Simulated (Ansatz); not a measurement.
Band structure of CaHf3 (P6_3/mmc, 8 atoms in the cell).

```yaml
crystal:
  lattice:
    - [6.84045, 0.00000, 0.00000]
    - [-3.42022, 5.92400, 0.00000]
    - [0.00000, 0.00000, 5.48657]
  atoms:
    - { symbol: Hf, position: [0.83920, 0.67840, 0.25000] }
    - { symbol: Hf, position: [0.16080, 0.83920, 0.75000] }
    - { symbol: Hf, position: [0.32160, 0.16080, 0.25000] }
    - { symbol: Hf, position: [0.16080, 0.32160, 0.75000] }
    - { symbol: Hf, position: [0.83920, 0.16080, 0.25000] }
    - { symbol: Hf, position: [0.67840, 0.83920, 0.75000] }
    - { symbol: Ca, position: [0.33333, 0.66667, 0.25000] }
    - { symbol: Ca, position: [0.66667, 0.33333, 0.75000] }
```

Method of the run: PBE (plane waves, PAW; Ansatz, a first-principles code).

Settings: basis.ecutwfc = 420 eV; kpoints.mp_grid.grid = 5 5 5; hamiltonian.xc = pbe; hamiltonian.pseudopotentials = {kind: paw} (the program's default PAW files); scf.occupations.method = methfessel_paxton; scf.occupations.width = 0.1 eV; kpoints.band_path.npoints = 10.

The starting cell was generated: these elements placed on a structure prototype, without a prior relaxation; it need not be a known phase or ordering of this composition. Its lattice was rescaled by a random factor within 2.5 % of one. Spin-orbit coupling is off.

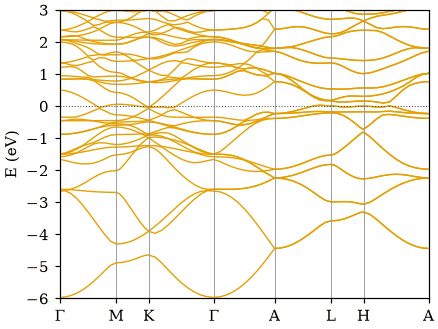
Figure. Bands along the path, energies from the Fermi level.

Levels in eV from the Fermi level, bands 85 to 92:
| point | 85 | 86 | 87 | 88 | 89 | 90 | 91 | 92 |
|---|---|---|---|---|---|---|---|---|
| Γ | -0.88 | -0.45 | -0.45 | -0.34 | 0.50 | 0.84 | 0.84 | 0.95 |
| M | -0.55 | -0.50 | -0.45 | -0.28 | 0.06 | 0.42 | 0.68 | 0.78 |
| K | -0.49 | -0.44 | -0.44 | -0.07 | -0.04 | -0.04 | 0.75 | 0.75 |
| A | -0.23 | -0.23 | -0.23 | -0.23 | 0.76 | 0.76 | 1.02 | 1.02 |
| L | -0.18 | -0.18 | 0.00 | 0.00 | 0.17 | 0.17 | 0.18 | 0.18 |
| H | -0.18 | -0.18 | 0.00 | 0.00 | 0.16 | 0.16 | 0.30 | 0.30 |

Bands cross the Fermi level along this path, so the cell is metallic at this level.

Keys are those of Ansatz 0.2.
